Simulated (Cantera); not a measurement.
A closed system holds: 1 mol AlN, a varied amount of HCl, 23 mol H₂, held at 1402 °C and 17.0 mbar.

Method: chemical equilibrium by Gibbs-energy minimisation in Cantera with the NASA 1993 tables (ideal gas, pure condensed phases). Candidate condensed phases: Al, AlCl₃, AlN, NH₄Cl; 20 gas species. The tables' values for AlCl₂ are old estimates; treat these amounts as uncertain. The numbers say what is thermodynamically allowed, not how fast it happens.

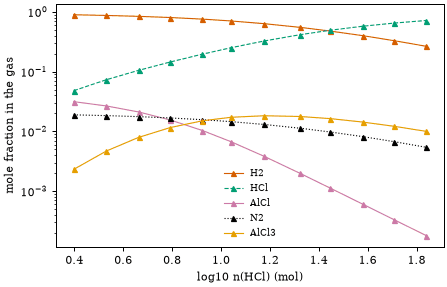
Fig. 1. Equilibrium gas composition (values under 1e-9 drawn at 1e-9)

From 2.5 mol HCl to 69 mol HCl nothing is condensed. The main Al-bearing gas is AlCl at 2.5 mol HCl and AlCl₃ at 69 mol HCl.
